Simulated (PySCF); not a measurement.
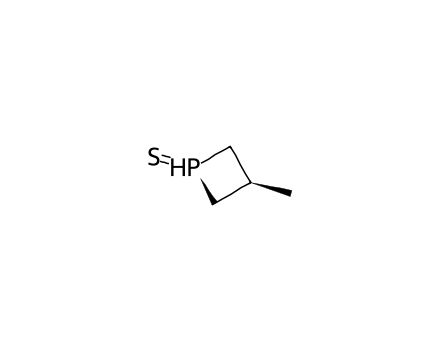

A structural formula.

> Transcribe the drawing into SMILES.

C[C@H]1C[P@@H](=S)C1

> What is the molecular formula?

C4H9PS.

> An optimisation with GFN2-xTB gave a structure of which point group?

Cs.

More results for the same structure follow; atom numbers are the same in all pictures, views and colours differ. Computed geometry: GFN2-xTB optimisation. No frequency run is at hand to confirm it as a minimum.

**Shape**

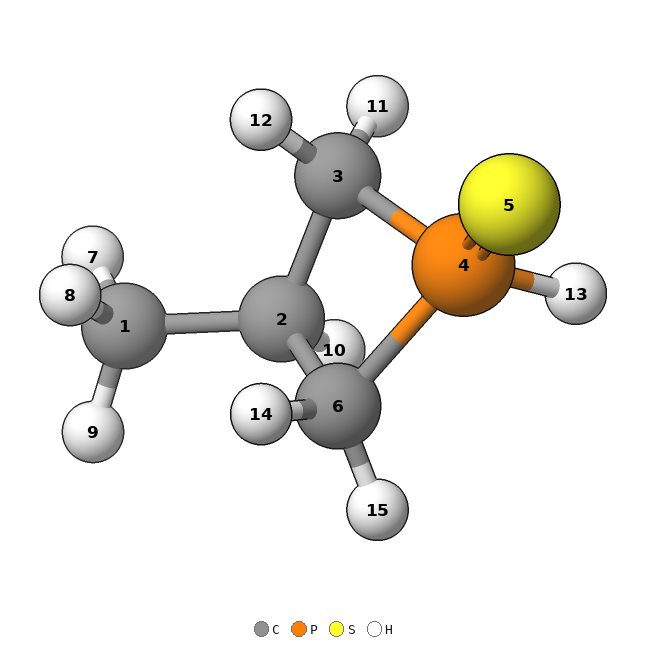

No frequency run is at hand to confirm it as a minimum.

Estimate the angles C1–C2–H10, C2–C1–H7, C2–C1–H8, C2–C3–P4, C2–C3–H11, C2–C3–H12, C3–C2–C6, C3–C2–H10, C3–P4–S5, C3–P4–C6, C3–P4–H13, S5–P4–H13.

```csv
angle,degrees
C1–C2–H10,109.5
C2–C1–H7,110.4
C2–C1–H8,110.6
C2–C3–P4,90.0
C2–C3–H11,116.8
C2–C3–H12,111.6
C3–C2–C6,97.3
C3–C2–H10,109.7
C3–P4–S5,124.8
C3–P4–C6,77.4
C3–P4–H13,102.7
S5–P4–H13,116.6
```

**NMR shielding**

The questions are on isotropic NMR shieldings of the C atoms. No frequency run is at hand to confirm it as a minimum. Method: GIAO PBE0/pcSseg-1 NMR shielding, non-relativistic, gas phase (PySCF 2.14.0).

Give the isotropic NMR shieldings of the C atoms atom by atom.

```
atom  σ (ppm)
  C1    160.9
  C2    162.6
  C3    138.2
  C6    138.2
```

**Excitation**

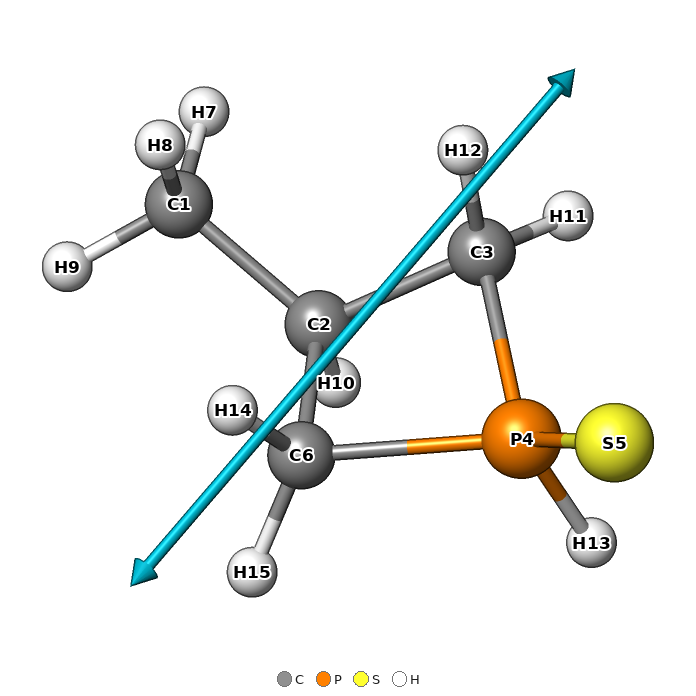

The double arrow shows the direction of the transition dipole to excited singlet state 5 (its length means nothing). No frequency run is at hand to confirm it as a minimum. Method: TDDFT PBE0/def2-SVPD, vertical, gas phase, core orbitals frozen in the response (PySCF 2.14.0).

> Give its energy, strength and character.

5.94 eV (209 nm), oscillator strength 0.027, of mixed character, with the largest part HOMO−1 → LUMO+2 (weight 0.47); transition dipole 1.10 D.

**Ring current**

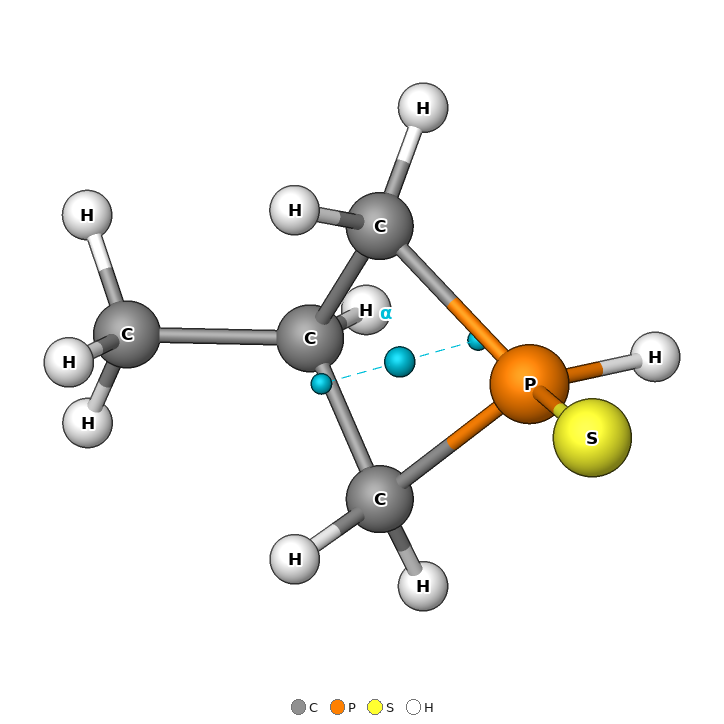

The small points mark where nucleus-independent chemical shifts (NICS) were computed: at the centre of each lettered ring and 1 Å above and below it. No frequency run is at hand to confirm it as a minimum. Level of theory: GIAO PBE0/pcSseg-1 NMR shielding, non-relativistic, gas phase (PySCF 2.14.0).

Give NICS(0), NICS(1) and the out-of-plane component NICS(1)zz for each ring (means of the two sides).

```tsv
ring	members	NICS(0)	NICS(1)	NICS(1)zz
α	C3P	−3.4	−2.4	3.0
```

Values in ppm.

**Quadrupole coupling**

No frequency run is at hand to confirm it as a minimum. Electric field gradients from the ground-state density, PBE0/pcSseg-1 (PySCF 2.14.0), non-relativistic apart from any core potentials.

Give the largest field-gradient component, the quadrupole coupling constant and the asymmetry for 33S at S5 (Q = −67.81 mb), 2H at H7 (Q = 2.86 mb), 2H at H8 (Q = 2.86 mb).

```csv
atom,V_zz (a.u.),e²qQ/h (MHz),η
S5,2.245,−35.8,0.16
H7,0.314,0.211,0.02
H8,0.312,0.210,0.03
```

The geometry is semi-empirical. Around P such bond lengths and angles can be off by a tenth of an ångström or more and by several degrees, and values that hang on the shape move with them.
